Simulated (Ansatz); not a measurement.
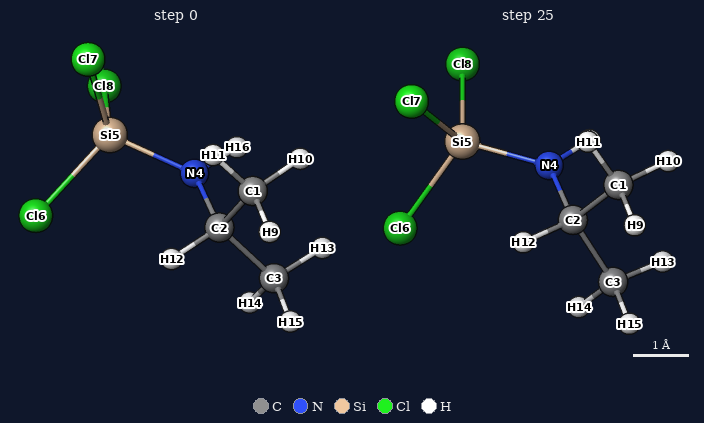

The structure of C$_{3}$H$_{8}$Cl$_{3}$NSi before (left) and after (right) a relaxation, at one scale.

The picture is a ball-and-stick view, seen from a free direction.

The start comes from GFN2-xTB.

These are results of RKS PBE0-D4/def2-TZVP in Ansatz, not measurements. Set-up: force threshold 0.005 eV/Å; at most 150 steps.

What changed between the two?

Answer. The largest moves after the best rigid fit, 0.94 Å, are those of Cl6 and Cl7. Largest moves by element: Cl 0.94 Å, H 0.48 Å, C 0.28 Å, N 0.18 Å, Si 0.16 Å. Near-neighbour distances that change, for instance: N4–Si5 1.706 → 1.675 Å, Si5–Cl6 2.013 → 2.041 Å, Si5–Cl8 2.016 → 2.033 Å, Si5–Cl7 2.032 → 2.042 Å. Bond angles that change, for instance: N4–Si5–Cl6 107.8° → 112.2°, C2–N4–H16 111.3° → 115.3°, Cl6–Si5–Cl7 107.8° → 105.2°. Groups turn about N4–Si5 by about 25°. The energy falls by 0.059 eV in 24 accepted moves (25 points after the start). The largest force component goes from 0.95 to 0.00088 eV/Å. The line search rejected the trial step at point 17 of the run. The run took about 80 s of wall time on a shared GPU.
